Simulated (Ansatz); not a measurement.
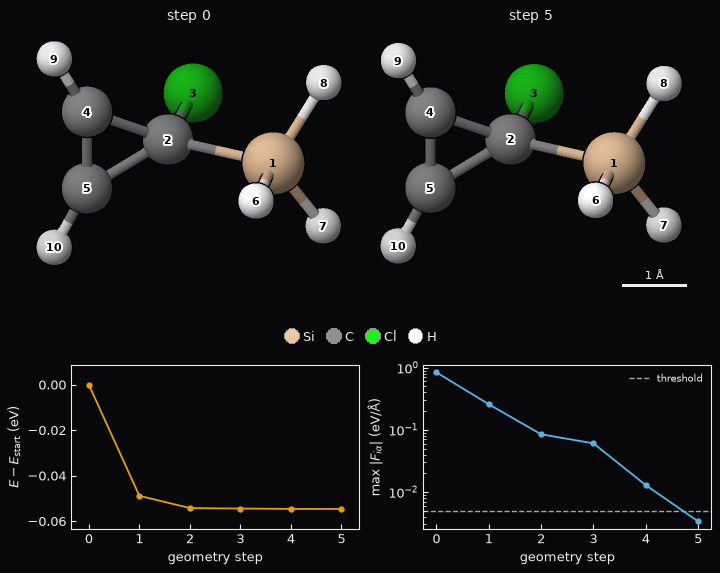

First and last geometry of a relaxation of C3H5ClSi, with the history of the run. The picture is a ball-and-stick view, seen at a tilt.

The start comes from PBE-D4/def2-SVP.

Level of theory: Ansatz, RKS PBE0-D4/def2-TZVP.

Input
```yaml
crystal:
  periodic: [false, false, false]
  atoms:
    - {symbol: Si, position_ang: [-1.057033, -0.666545, -0.842470]}
    - {symbol: C, position_ang: [0.426516, -0.166547, 0.226957]}
    - {symbol: Cl, position_ang: [1.444365, -1.704459, 0.490991]}
    - {symbol: C, position_ang: [0.469137, 0.859087, 1.304978]}
    - {symbol: C, position_ang: [1.159496, 1.129212, 0.219844]}
    - {symbol: H, position_ang: [-1.913955, 0.551107, -1.078696]}
    - {symbol: H, position_ang: [-0.578523, -1.202355, -2.161582]}
    - {symbol: H, position_ang: [-1.867135, -1.715843, -0.136264]}
    - {symbol: H, position_ang: [0.150885, 1.100455, 2.324532]}
    - {symbol: H, position_ang: [1.849347, 1.764687, -0.345291]}
basis:
  gaussian: {orbitals: def2-TZVP}
hamiltonian: {xc: pbe0, dispersion: d4}
relax: {f_tol: 0.005, max_steps: 150}
```

Launched with:
```bash
ansatz run in.yaml --threads 4 --pin off --events-out ev --progress --plain --max-ram 10444MiB
```

### Read the history and describe the run.

It converged. After 5 geometry steps the energy has fallen by 0.055 eV. The largest force component goes from 0.84 to 0.0034 eV/Å. The atom that moves furthest after the best rigid fit is H6 (0.049 Å). Largest moves by element: H 0.049 Å, C 0.025 Å, Cl 0.023 Å, Si 0.018 Å. Some distances before and after: C2–Cl3 1.863 → 1.835 Å, Si1–C2 1.896 → 1.873 Å, C4–C5 1.314 → 1.292 Å, Si1–H6 1.508 → 1.489 Å. Cost: 24 s on 4 threads of Arm Neoverse V1 (shared host).
